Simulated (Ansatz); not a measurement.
**BCl2 (SMILES Cl[B]Cl), step by step**

Wanted: a series of 28 runs (UHF/STO-3G, UHF/3-21G, UHF/6-31G*, UB3LYP/6-31G*, UPBE/def2-SVP, UMP2/6-31G*, U-r2SCAN/def2-TZVP, USVWN5/def2-TZVP) of BCl2. 

The results are computed with Ansatz 0.2.0.

## 1. The structure to begin with

BCl2 has 3 atoms, charge 0, and is taken as a doublet. As SMILES, `Cl[B]Cl`. Geometry: relaxed at PBE0-D4/def2-TZVP. The run starts from this shape.

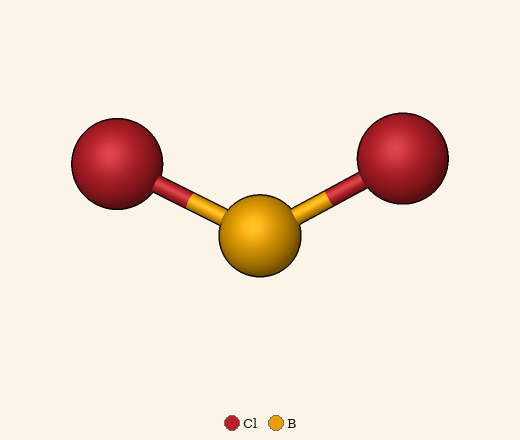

The structure, seen from a chosen angle (chlorine red, boron amber).

## 2. A geometry optimisation at UHF/STO-3G (run 1)

molecule.yaml reads:

```yaml
basis:
  gaussian: {orbitals: STO-3G}
crystal:
  periodic: [false, false, false]
  atoms:
    - {symbol: Cl, position_ang: [0.371500, -1.525600, 0.030000]}
    - {symbol: B, position_ang: [-0.463900, -0.050300, -0.256900]}
    - {symbol: Cl, position_ang: [0.081500, 1.511100, 0.213700]}
magnetization: {spin_polarized: true, initial_magnetization: 1}
hamiltonian: {xc: hf}
relax: {f_tol: 0.002}
output: {orbitals: {seedname: orbitals}}
```

Run with:

```console
ansatz run molecule.yaml --threads 1 --pin off --max-ram 3480MiB --events-out events.jsonl --progress --plain --runs-dir runs
```

The program printed:

```text
Warning: RAYON_NUM_THREADS=1 ignored (pool sized by the plan → 1); use --threads N
The last accepted step is kept in runs//last_step.txt (removed where the run ends without a failure and the disk answers)
[... 43 lines left out ...]
Total energy: -25402.75114805 eV, -933.5338860877 hartree
[... 3 lines left out ...]
Dipole moment:    -0.240568    -0.014991    -0.131973 e Å
```

Run time: 1.2 s. Hardware: 1 thread of Arm Neoverse V2, shared host.

The path in brief:

```
step  energy from the first frame kept (eV)  largest force (eV/Å)
   1                                 0.0000                1.5537
   2                                -0.0578                0.6469
   3                                -0.0700                0.0244
   4                                -0.0701                0.0051
   5                                -0.0701                0.0000
```

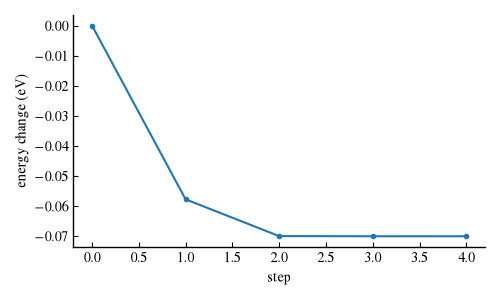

Energy along the run.

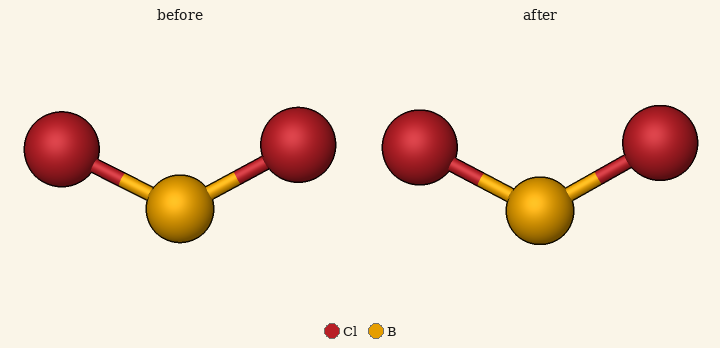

Before and after, at one scale.

After the run. Bond lengths: Cl1–B2 1.765 Å, B2–Cl3 1.765 Å. Angles: Cl1–B2–Cl3 123.3°.

## 3. The harmonic vibrations at UHF/STO-3G (run 2)

input.yaml reads:

```yaml
crystal:
  periodic: [false, false, false]
  atoms:
    - {symbol: Cl, position_ang: [0.388326, -1.550206, 0.036352]}
    - {symbol: B, position_ang: [-0.492673, -0.052075, -0.272683]}
    - {symbol: Cl, position_ang: [0.093447, 1.537481, 0.223131]}
basis:
  gaussian: {orbitals: STO-3G}
magnetization: {spin_polarized: true, initial_magnetization: 1}
hamiltonian: {xc: hf}
phonons: {temperatures: {t_min: 298.15, t_max: 298.15, t_step: 1}}
```

Run with:

```console
ansatz run input.yaml --threads 1 --pin off --max-ram 3480MiB --events-out events.jsonl --progress --plain --runs-dir runs
```

The program printed:

```text
Warning: RAYON_NUM_THREADS=1 ignored (pool sized by the plan → 1); use --threads N
[... 44 lines left out ...]
Total energy: -25402.75114526 eV, -933.5338859850 hartree
[... 3 lines left out ...]
Dipole moment:    -0.240568    -0.014991    -0.131974 e Å
Vibrations: 305.35 795.97 1139.02 cm⁻¹, zero-point energy 0.138883 eV
```

Wall time 1 s (1 thread of Arm Neoverse V2, shared host).

Runs 3 to 23 aren't shown in full; the table further down has their settings and results.

## 4. The singlet cation: a structure relaxation at UMP2/6-31G(d) (Cartesian functions) (run 24)

input.yaml reads:

```yaml
basis:
  gaussian:
    orbitals: "6-31G*"
crystal:
  periodic: [false, false, false]
  atoms:
    - symbol: Cl
      position_ang: [0.372464, -1.527619, 0.030296]
    - symbol: B
      position_ang: [-0.465427, -0.050378, -0.257736]
    - symbol: Cl
      position_ang: [0.082063, 1.513197, 0.214240]
magnetization:
  spin_polarized: true
  initial_magnetization: 0
correlation:
  method: mp2
relax: {}
total_charge: 1
```

Run with:

```console
ansatz run input.yaml --threads 1 --pin off --max-ram 3480MiB --events-out events.jsonl --progress --plain --runs-dir runs
```

The program printed:

```text
Warning: RAYON_NUM_THREADS=1 ignored (pool sized by the plan → 1); use --threads N
[... 1 set-up line as earlier in the session ...]
[... 11 lines left out ...]
11 core orbitals not correlated: weight in the atoms' cores, before any rotation towards them, 1.000 or more for the frozen orbitals, at most 0.000 for the correlated occupied ones
[... 17 lines left out ...]
11 core orbitals not correlated: weight in the atoms' cores, before any rotation towards them, 1.000 or more for the frozen orbitals, at most 0.000 for the correlated occupied ones
[... 15 lines left out ...]
11 core orbitals not correlated: weight in the atoms' cores, before any rotation towards them, 1.000 or more for the frozen orbitals, at most 0.000 for the correlated occupied ones
[... 16 lines left out ...]
11 core orbitals not correlated: weight in the atoms' cores, before any rotation towards them, 1.000 or more for the frozen orbitals, at most 0.000 for the correlated occupied ones
[... 7 lines left out ...]
Dipole moment:    -0.000020    -0.000001    -0.000011 e Å
Checks for a lower state left out: cluster_reference
```

Wall time 7.8 s (1 thread of Arm Neoverse V2, shared host); peak memory 0.12 GiB.

The path in brief:

```
step  energy from the first frame kept (eV)  largest force (eV/Å)
   1                                 0.0000                5.3182
   2                                -0.8438                3.2207
   3                                -1.4481                0.7259
   4                                -1.5117                0.0801
   5                                -1.5118                0.0155
   6                                -1.5118                0.0013
```

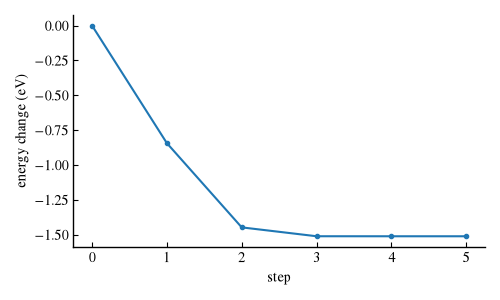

Energy along the run.

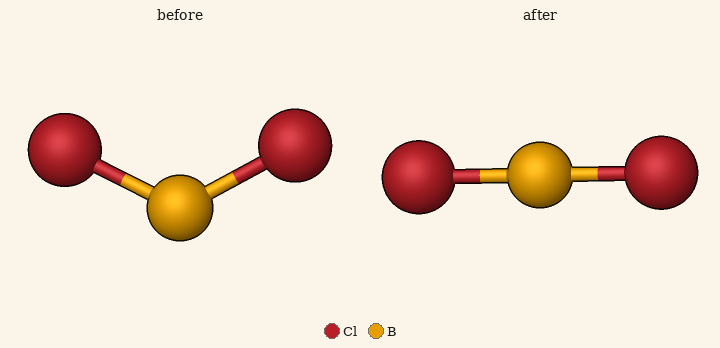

Before and after, at one scale.

After the run. Bond lengths: Cl1–B2 1.611 Å, B2–Cl3 1.611 Å. Angles: Cl1–B2–Cl3 180.0°.

Runs 25 to 27 aren't shown in full; the table further down has their settings and results.

## 5. Vibrational wavenumbers at USVWN5/def2-TZVP (run 28)

input.yaml reads:

```yaml
crystal:
  periodic: [false, false, false]
  atoms:
    - {symbol: Cl, position_ang: [0.370032, -1.517291, 0.030137]}
    - {symbol: B, position_ang: [-0.462552, -0.050198, -0.256158]}
    - {symbol: Cl, position_ang: [0.081620, 1.502688, 0.212821]}
basis:
  gaussian:
    orbitals: def2-TZVP
magnetization:
  spin_polarized: true
  initial_magnetization: 1
phonons:
  temperatures: {t_min: 298.15, t_max: 298.15, t_step: 1}
hamiltonian:
  xc: {name: SVWN5}
```

Run with:

```console
ansatz run input.yaml --threads 1 --pin off --max-ram 3480MiB --events-out events.jsonl --progress --plain --runs-dir runs
```

The program printed:

```text
Warning: RAYON_NUM_THREADS=1 ignored (pool sized by the plan → 1); use --threads N
[... 4 lines left out ...]
681 factors; their error is unknown
[... 9 lines left out ...]
681 factors; their error is unknown
[... 4 lines left out ...]
681 factors; their error is unknown
[... 4 lines left out ...]
681 factors; their error is unknown
[... 5 lines left out ...]
681 factors; their error is unknown
[... 4 lines left out ...]
681 factors; their error is unknown
[... 4 lines left out ...]
681 factors; their error is unknown
[... 3 lines left out ...]
Total energy: -25634.39865929 eV, -942.0467751096 hartree
[... 3 lines left out ...]
Dipole moment:     0.094036     0.005860     0.051587 e Å
Vibrations: 276.43 697.61 1009.57 cm⁻¹, zero-point energy 0.122968 eV
```

Run time: 7.5 s. Hardware: 1 thread of Arm Neoverse V2, shared host; peak memory 0.12 GiB.

## 6. Overview of the runs

```
run                                level         task  walk f tol  partner  energy (Eh)  dipole moment (D)   ⟨S²⟩  wall time
  1                           UHF/STO-3G     optimise       0.002     base  -933.533886               1.32  0.754      1.2 s
  2                           UHF/STO-3G  frequencies           –     base  -933.533886               1.32  0.754        1 s
  3                           UHF/STO-3G       energy           –   cation  -933.226907                  –      –     0.12 s
  4                           UHF/STO-3G     optimise           –   cation  -933.283556                  –      –      1.4 s
  5                            UHF/3-21G     optimise       0.002     base  -939.137322               0.74  0.755      1.8 s
  6                            UHF/3-21G  frequencies           –     base  -939.137322               0.74  0.755      1.6 s
  7                            UHF/3-21G       energy           –   cation  -938.781554                  –      –     0.18 s
  8                            UHF/3-21G     optimise           –   cation  -938.843475                  –      –        2 s
  9     UHF/6-31G* (Cartesian functions)     optimise       0.002     base  -943.666387               0.36  0.754      3.3 s
 10     UHF/6-31G* (Cartesian functions)  frequencies           –     base  -943.666387               0.36  0.754      3.6 s
 11     UHF/6-31G* (Cartesian functions)       energy           –   cation  -943.334911                  –      –      0.4 s
 12     UHF/6-31G* (Cartesian functions)     optimise           –   cation  -943.397514                  –      –      4.2 s
 13  UB3LYP/6-31G* (Cartesian functions)     optimise       0.002     base  -945.245039               0.11  0.752      9.3 s
 14  UB3LYP/6-31G* (Cartesian functions)  frequencies           –     base  -945.245039               0.11  0.752        9 s
 15  UB3LYP/6-31G* (Cartesian functions)       energy           –   cation  -944.917693                  –      –      1.6 s
 16  UB3LYP/6-31G* (Cartesian functions)     optimise           –   cation  -944.971401                  –      –       11 s
 17                        UPBE/def2-SVP     optimise       0.002     base  -944.528810               0.58  0.753        9 s
 18                        UPBE/def2-SVP  frequencies           –     base  -944.528810               0.58  0.753        6 s
 19                        UPBE/def2-SVP       energy           –   cation  -944.210688                  –      –      1.2 s
 20                        UPBE/def2-SVP     optimise           –   cation  -944.261002                  –      –      7.5 s
 21    UMP2/6-31G* (Cartesian functions)     optimise       0.002     base  -943.983211               0.08  0.754        6 s
 22    UMP2/6-31G* (Cartesian functions)  frequencies           –     base  -943.983211               0.08  0.754      7.8 s
 23    UMP2/6-31G* (Cartesian functions)       energy           –   cation  -943.670900                  –      –     0.42 s
 24    UMP2/6-31G* (Cartesian functions)     optimise           –   cation  -943.726462                  –      –      7.8 s
 25                   U-r2SCAN/def2-TZVP     optimise       0.002     base  -945.214544               0.29  0.755       35 s
 26                   U-r2SCAN/def2-TZVP  frequencies           –     base  -945.214544               0.29  0.755       26 s
 27                     USVWN5/def2-TZVP     optimise       0.002     base  -942.046775               0.52  0.753      7.8 s
 28                     USVWN5/def2-TZVP  frequencies           –     base  -942.046775               0.52  0.753      7.5 s
```

## 7. Results

| quantity | value |
| --- | --- |
| run 28, USVWN5/def2-TZVP: total energy | -942.04678 Eh |
| run 28, USVWN5/def2-TZVP: dipole moment | 0.52 D |
| run 28, USVWN5/def2-TZVP: ⟨S²⟩ | 0.753 |
| run 28, USVWN5/def2-TZVP: largest force on an atom | 0.001 eV/Å |
| run 28, USVWN5/def2-TZVP: lowest harmonic wavenumber | 276 cm⁻¹ |
| run 28, USVWN5/def2-TZVP: highest harmonic wavenumber | 1010 cm⁻¹ |
| run 28, USVWN5/def2-TZVP: zero-point energy | 11.9 kJ/mol |
| vertical ionisation energy (to the singlet cation), UHF/STO-3G | 8.353 eV |
| vertical ionisation energy (to the singlet cation), UHF/6-31G* | 9.020 eV |
| vertical ionisation energy (to the singlet cation), UB3LYP/6-31G* | 8.908 eV |
| vertical ionisation energy (to the singlet cation), UMP2/6-31G* | 8.498 eV |
| adiabatic ionisation energy (to the singlet cation, no zero-point term), UHF/STO-3G | 6.812 eV |
| adiabatic ionisation energy (to the singlet cation, no zero-point term), UHF/3-21G | 7.996 eV |
| adiabatic ionisation energy (to the singlet cation, no zero-point term), UPBE/def2-SVP | 7.287 eV |
| adiabatic ionisation energy (to the singlet cation, no zero-point term), UMP2/6-31G* | 6.986 eV |

What this shows: At UHF/STO-3G: removing an electron at fixed nuclei costs 8.35 eV (193 kcal/mol). Only the singlet of the ionised species was computed; a triplet could lie lower. In a minimal basis such a difference can be off by several eV, whatever the method. At UHF/6-31G*: the vertical ionisation energy comes to 9.02 eV (870 kJ/mol). At UB3LYP/6-31G*: the vertical ionisation energy comes to 8.91 eV (205 kcal/mol). At UMP2/6-31G*: removing an electron at fixed nuclei costs 8.50 eV (820 kJ/mol). Totals of different functionals can't be ranked against each other. In runs 1, 2, 3, 4 the basis is minimal, so the values are rough. All runs together took 2.9 min, the longest 35 s.
